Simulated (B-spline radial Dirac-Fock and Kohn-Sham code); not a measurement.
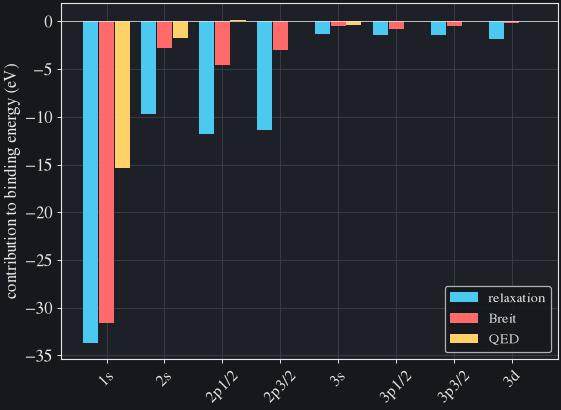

Bars give the relaxation, Breit and QED contributions (eV) to the binding energies of the deepest subshells, counted from the Koopmans value. It refers to Zr²⁰⁺, configuration [Ar] 3d2. Method: Dirac–Fock ΔSCF (average of configuration, Fermi nucleus, Breit and QED terms, no correlation) (computed with a B-spline radial code). Open shells are averaged over j.

**Which correction is largest for 1s?**

Relaxation, −33.7 eV.

**How does the QED term of 2p1/2 compare with that of 1s?**

0.18 eV against −15.4 eV; the QED terms are weighted to the region near the nucleus, where s electrons have the most density. Its sign is opposite here.
